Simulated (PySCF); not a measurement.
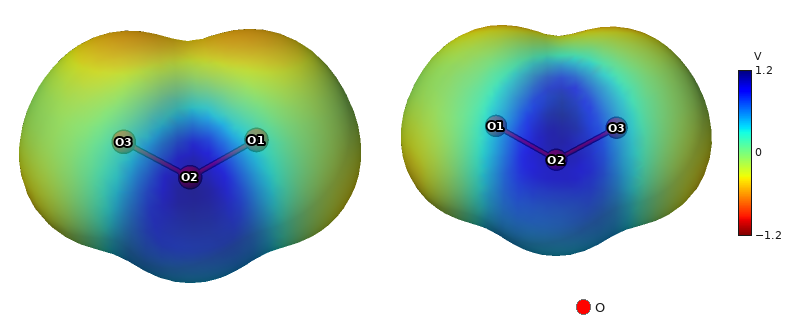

Figure. O$_{3}$, SMILES `O=[O+][O-]`. Electrostatic potential on the surface of electron density 0.001 a.u. (back view left, front view right).

PySCF calculation, PBE0/def2-TZVP, gas phase; geometry: GFN2-xTB. No frequency check shows the geometry to be a minimum.

Cartesian coordinates (Å):

```
O1       1.0725   -0.2049    0.0000
O2       0.0000    0.4098    0.0000
O3      -1.0725   -0.2049    0.0000
```

Where are the extremes of the potential on the surface?

Highest: 1.17 V, off the molecular plane, over O2 (1.7 Å), and at like points elsewhere. Lowest: −0.55 V, 1.8 Å from O1, and at like points elsewhere. Further minima include −0.40 V, 1.8 Å from O1, and at like points elsewhere; 0.40 V, 1.7 Å from O2. The surface is sampled at points, so like sites can differ by a few per cent and only the strongest of them is named.

Cost of the run: 1.8 s on 1 thread of AMD EPYC 9R45 96-Core Processor (Zen 5), on a shared host, peak memory 0.27 GiB.
